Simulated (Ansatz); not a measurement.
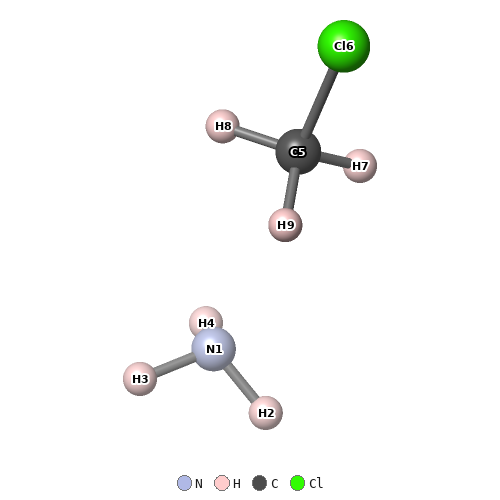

The system is the pair H₃N···CH₃Cl; the picture shows the reference structure. 
- The turn is about an axis along (−0.95, 0.30, 0.01) in the frame of the relaxed pair, normal to the line between the partners.
- Coordinates scanned: (1) distance C5···N1; (2) turn of N1, H2, H3, H4 about C5.
- The grid has 11 × 11 points.
- Points are written as (first, second).
- Energies are in kJ/mol, from the two partners far apart, frozen as in the relaxed pair, each in its own basis (no counterpoise correction).
- Theory: RKS PBE0-D4/def2-TZVPD in Ansatz.

Its coordinates:

```yaml
atoms:
  - { symbol: N, position_ang: [-0.0091, 0.0063, -1.8035] }
  - { symbol: H, position_ang: [0.0160, -0.9314, -2.1871] }
  - { symbol: H, position_ang: [-0.8369, 0.4533, -2.1805] }
  - { symbol: H, position_ang: [0.7887, 0.4995, -2.1873] }
  - { symbol: C, position_ang: [0.0073, -0.0048, 1.5262] }
  - { symbol: Cl, position_ang: [0.0186, -0.0143, 3.3052] }
  - { symbol: H, position_ang: [0.8986, -0.5109, 1.1672] }
  - { symbol: H, position_ang: [-0.0017, 1.0249, 1.1812] }
  - { symbol: H, position_ang: [-0.8816, -0.5228, 1.1785] }
```

Range: distance C5···N1 from 2.797 to 5.397 Å; turn of N1, H2, H3, H4 about C5 from −60 to 60°.

What will the energy surface look like?

The lowest grid point is at (3.518 Å, −60°), −9.8 kJ/mol from the two partners far apart, frozen as in the relaxed pair, each in its own basis (no counterpoise correction). It lies at the edge of the scanned range, so the true minimum may lie outside. A higher local minimum lies near (3.279 Å, 0°) (0.9 kJ/mol above the lowest at that grid point). The highest grid point, (2.797 Å, −60°), lies 30.1 kJ/mol above the lowest.

| turn of N1, H2, H3, H4 about C5 ↓, distance C5···N1 → | 2.797 | 2.901 | 3.070 | 3.279 | 3.518 | 3.782 | 4.069 | 4.375 | 4.699 | 5.040 | 5.397 |
| --- | --- | --- | --- | --- | --- | --- | --- | --- | --- | --- | --- |
| 60 | 15.8 | 7.2 | −1.2 | −6.1 | −7.7 | −7.5 | −6.4 | −5.2 | −4.1 | −3.2 | −2.4 |
| 48 | 13.9 | 6.0 | −1.9 | −6.3 | −7.8 | −7.5 | −6.5 | −5.3 | −4.2 | −3.3 | −2.6 |
| 36 | 9.5 | 2.9 | −3.5 | −7.0 | −8.0 | −7.5 | −6.4 | −5.3 | −4.2 | −3.3 | −2.6 |
| 24 | 4.2 | −0.8 | −5.5 | −7.8 | −8.2 | −7.5 | −6.4 | −5.2 | −4.2 | −3.3 | −2.6 |
| 12 | 0.0 | −3.8 | −7.1 | −8.6 | −8.5 | −7.6 | −6.3 | −5.1 | −4.1 | −3.3 | −2.6 |
| 0 | −1.7 | −5.0 | −7.8 | −8.9 | −8.6 | −7.6 | −6.3 | −5.1 | −4.1 | −3.2 | −2.6 |
| −12 | 0.1 | −3.7 | −7.1 | −8.6 | −8.5 | −7.6 | −6.3 | −5.1 | −4.1 | −3.3 | −2.6 |
| −24 | 5.0 | −0.3 | −5.4 | −8.0 | −8.4 | −7.7 | −6.5 | −5.3 | −4.2 | −3.4 | −2.7 |
| −36 | 11.6 | 4.0 | −3.4 | −7.4 | −8.6 | −8.1 | −6.9 | −5.6 | −4.4 | −3.5 | −2.7 |
| −48 | 17.4 | 7.6 | −2.0 | −7.4 | −9.1 | −8.7 | −7.4 | −6.0 | −4.7 | −3.6 | −2.8 |
| −60 | 20.3 | 9.1 | −1.8 | −7.9 | −9.8 | −9.3 | −7.8 | −6.2 | −4.8 | −3.7 | −2.8 |

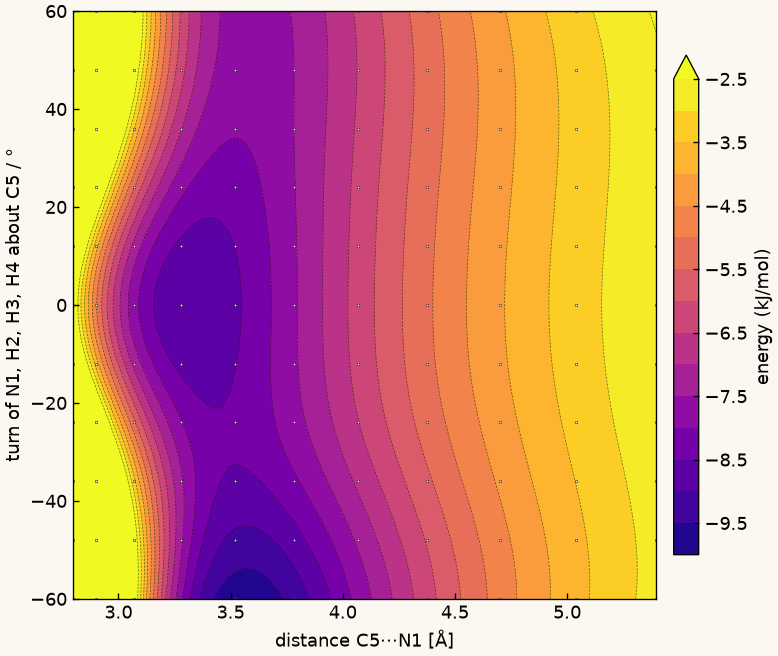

The picture shows filled contours, dots at the grid points, one colour for all values above the top of the scale. Between grid points the surface is interpolated.

Each point was launched as `ansatz run input.yaml --threads 1 --pin off --max-ram 2560MiB --backend cpu --events-out ev --progress --plain --runs-dir out`. Time for the 121 points that were run: 11 min on 1 thread of Intel(R) Xeon(R) Platinum 8488C (Sapphire Rapids), on a shared host.
